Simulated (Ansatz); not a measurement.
# C$_{2}$H$_{10}$SiSn (SMILES C[SiH](C)[SnH3]): what the fields show

Input file:

```
crystal:
  periodic: [false, false, false]
  atoms:
    - {symbol: C, position_ang: [-1.147470, -0.407420, -1.164078]}
    - {symbol: C, position_ang: [1.431979, -1.207697, 0.364808]}
    - {symbol: Si, position_ang: [-0.260789, -0.389074, 0.499407]}
    - {symbol: Sn, position_ang: [-0.007412, 2.030333, 1.338339]}
    - {symbol: H, position_ang: [-1.271199, -1.441972, -1.522409]}
    - {symbol: H, position_ang: [-0.573470, 0.149634, -1.920787]}
    - {symbol: H, position_ang: [-2.146111, 0.049039, -1.089342]}
    - {symbol: H, position_ang: [-1.087866, -1.132130, 1.505810]}
    - {symbol: H, position_ang: [1.947470, -1.221236, 1.337079]}
    - {symbol: H, position_ang: [2.071425, -0.670719, -0.352934]}
    - {symbol: H, position_ang: [1.329248, -2.248657, 0.018612]}
    - {symbol: H, position_ang: [0.936067, 2.966984, 0.247389]}
    - {symbol: H, position_ang: [-1.526465, 2.816649, 1.496397]}
    - {symbol: H, position_ang: [0.770689, 2.100537, 2.868175]}
basis:
  gaussian: {orbitals: def2-SVPD}
hamiltonian: {xc: {name: PBE0}}
output: {forces: true, orbitals: {seedname: orbitals}}
```

Run with:

```sh
ansatz run input.yaml --threads 2 --pin off --max-ram 4350MiB --events-out events.jsonl --progress --plain --runs-dir runs
```

Geometry: PBE0-D3(BJ)/def2-SVP; core potentials replace the inner electrons of Sn.

Computed with isolated molecule in a Gaussian basis; Kohn-Sham density functional theory, functional PBE0 in Ansatz 0.2.0.

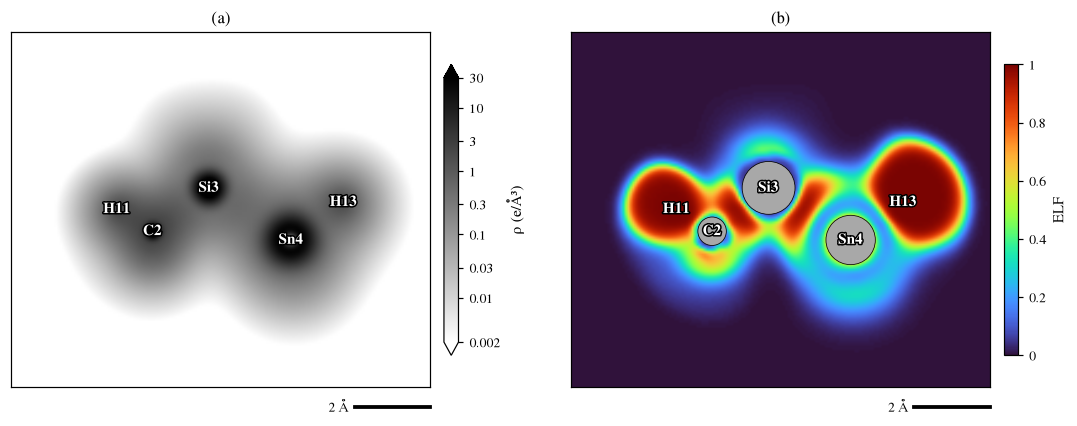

Figure 1. (a) electron density; (b) electron localisation function on the plane of atoms Si3, C2 and H11. Grey discs cover the atomic cores in the ELF map.

> Describe what can be read from this map.

The plane passes through C, Si, Sn and H nuclei.
C–Si (1.89 Å): ρ at the midpoint is about 0.94 e/Å³; the ELF peaks at about 0.95 between the atoms; localised, covalent bonding.
Si–Sn (2.57 Å): ρ is about 0.51 e/Å³ halfway; the ELF peaks at about 0.95 between the atoms, as expected for localised, covalent bonding.
C–H (1.10 Å): ρ at the midpoint is about 1.9 e/Å³; the ELF climbs to about 1 towards the hydrogen, as it does in any bond to H (a covalent bond by its length).
Sn–H (1.72 Å): ρ at the midpoint is about 1.1 e/Å³; the ELF climbs to about 1 towards the hydrogen.

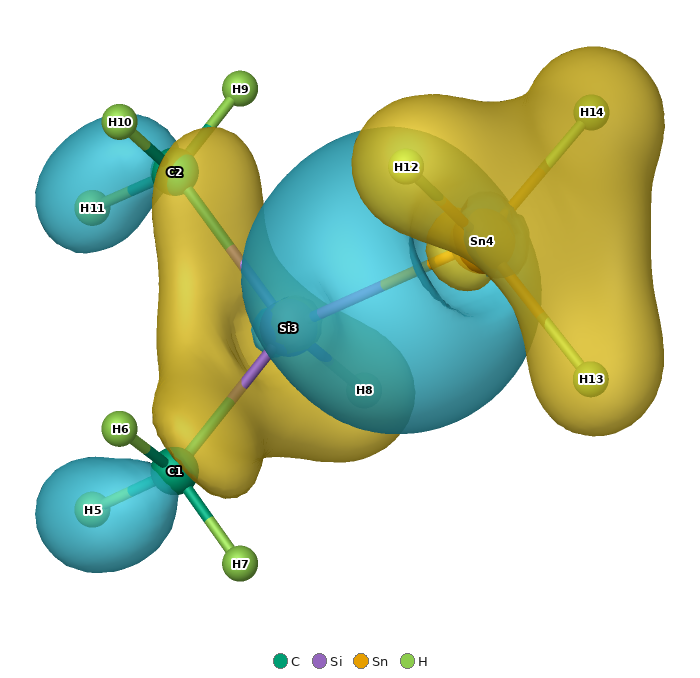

Figure 2. The HOMO at ±0.1 Å⁻³ᐟ² (yellow and cyan are the two phases), seen at a tilt.

> What is the character of this orbital?

Its weight (Hirshfeld) is mainly on Sn4 (about 40 %) and Si3 (about 30 %). Its energy is −7.43 eV.

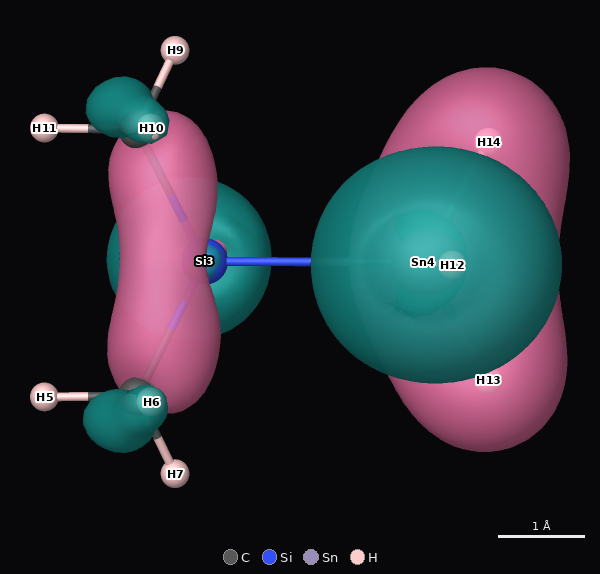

Figure 3. The HOMO−1 at ±0.08 Å⁻³ᐟ² (teal and pink are the two phases), seen across its widest extent.

> Describe this orbital and give its energy.

It lies mainly on Sn4 (about 35 %), H12 (about 30 %), H13 (about 10 %), H14 (about 10 %), H8 (about 5 %) and Si3 (about 5 %). Its energy is −8.70 eV.
